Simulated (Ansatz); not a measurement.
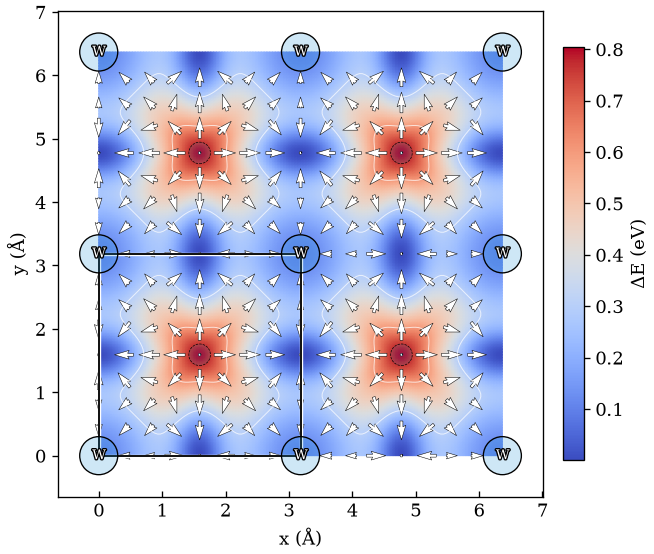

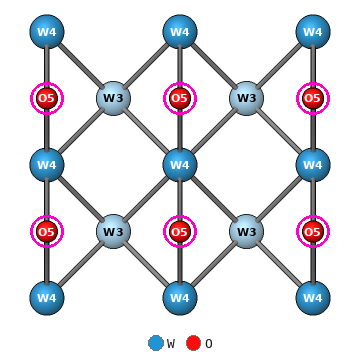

Energy landscape of O on a W(100) slab cut from the Im-3m phase, its upper half relaxed before the scan (4 atoms of substrate and one adsorbate in a 1 × 1 cell). 
- O is moved over the surface cell; relaxed at each place: the height of the adsorbate's atoms; substrate rigid; the origin of the map has the adsorbate above W4.
- Places are given modulo a cell vector. The map is drawn in real space over the plane of the surface.
- The grid has 8 × 8 points; 15 points were computed and 49 follow by symmetry.
- Energies: eV, counted from the lowest grid point.
- With one adsorbate in each 1 × 1 cell, its nearest image is 3.2 Å away, so neighbouring adsorbates interact. The runs have no spin polarisation; a magnetic state may lie lower.
- All numbers below come from DFT PBE, scalar-relativistic, plane waves, PAW (Ansatz 0.2.0). Settings: cutoff 420 eV, k-mesh 8×8×1, gaussian smearing 0.1 eV, no spin polarisation.

In the figure: a smooth colour map with a few white contour lines, arrows along the force (downhill), their lengths compressed, labelled circles for the atoms of the top layer and small ones for the second layer, the outline of one cell of the 2 × 2 shown. Between grid points the surface is interpolated. The second picture is the structure at the lowest point; rings mark the moved atoms.

Q: Summarise what can be read from the map.

A: The lowest grid point is at a bridge site between two W atoms, (0/8, 4/8) of the cell vectors; the map holds 2 wells of about this depth. There is a further well near the top site over a surface W atom, (0/8, 0/8) of the cell vectors (0.111 eV above the lowest at that grid point). The highest grid point, a fourfold hollow over a second-layer W atom, (4/8, 4/8) of the cell vectors, lies 0.804 eV above the lowest. On the interpolated surface the easiest way out of the lowest well to the well at the top site over a surface W atom, (0/8, 0/8) of the cell vectors passes a barrier of about 0.27 eV. At the lowest point the adsorbate has 2 W at 1.97 Å as nearest neighbours, at the highest 1 W at 2.19 Å. Its relaxed height above the top atom is 1.17 Å at the lowest and 0.80 Å at the highest point.

Grid values (eV):

| second ↓, first → | 0/8 | 1/8 | 2/8 | 3/8 | 4/8 | 5/8 | 6/8 | 7/8 |
| --- | --- | --- | --- | --- | --- | --- | --- | --- |
| 7/8 | 0.156 | 0.199 | 0.296 | 0.265 | 0.110 | 0.265 | 0.296 | 0.199 |
| 6/8 | 0.252 | 0.296 | 0.407 | 0.430 | 0.354 | 0.430 | 0.407 | 0.296 |
| 5/8 | 0.198 | 0.265 | 0.430 | 0.585 | 0.617 | 0.585 | 0.430 | 0.265 |
| 4/8 | 0.000 | 0.110 | 0.354 | 0.617 | 0.804 | 0.617 | 0.354 | 0.110 |
| 3/8 | 0.198 | 0.265 | 0.430 | 0.585 | 0.617 | 0.585 | 0.430 | 0.265 |
| 2/8 | 0.252 | 0.296 | 0.407 | 0.430 | 0.354 | 0.430 | 0.407 | 0.296 |
| 1/8 | 0.156 | 0.199 | 0.296 | 0.265 | 0.110 | 0.265 | 0.296 | 0.199 |
| 0/8 | 0.111 | 0.156 | 0.252 | 0.198 | 0.000 | 0.198 | 0.252 | 0.156 |

Time for the 15 points that were run: 14 min on 1 thread of Arm Neoverse V2 (shared host).

PAW datasets: the set soft_1.
